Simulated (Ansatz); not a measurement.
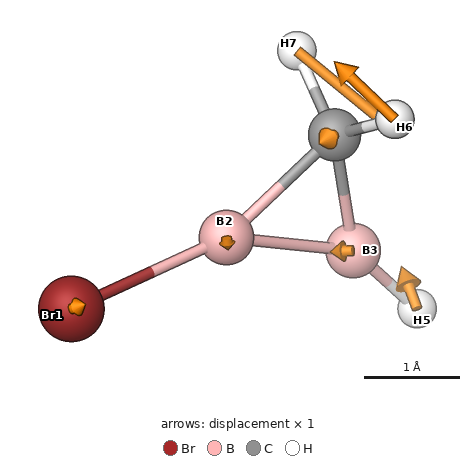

This is a relaxation of CH3B2Br. The starting structure is drawn; orange arrows show the displacements, at their true length. The two geometries are superimposed by the best rigid fit.

Style: ball-and-stick. Shown at a tilt.

The run prepares an end point of a later path (hydrogen shift) calculation, from a guessed geometry.

Method: RKS PBE-D4/def2-mTZVP in Ansatz 0.2.0. Settings: no spin polarisation; force threshold 0.02 eV/Å; at most 50 steps.

Q: Which element moves most?

A: Hydrogen: up to 1.38 Å, against 0.31 Å for carbon.

Q: What happened in the run?

A: The energy falls by 89.6 kJ/mol in 19 accepted moves (20 points after the start). Largest force component: 2.7 eV/Å at the start, 0.0044 eV/Å at the end. The line search rejected the trial step at point 13 of the run. An H atom moves most after the best rigid fit: 1.38 Å. Largest moves by element: H 1.38 Å, C 0.31 Å, B 0.27 Å, Br 0.21 Å. Among the contacts that change: B–H 2.204 → 1.494 Å, B–B 1.722 → 1.540 Å, B–C 1.484 → 1.623 Å, B–C 1.589 → 1.471 Å. Bond angles that change, for instance: B–C–H 115.4° → 62.6°, B–C–H 119.6° → 164.5°, B–C–H 112.5° → 136.1°. The run took 20 s on 2 threads of INTEL(R) XEON(R) PLATINUM 8581C CPU @ 2.10GHz (Emerald Rapids) (shared host), peak memory 0.16 GiB.
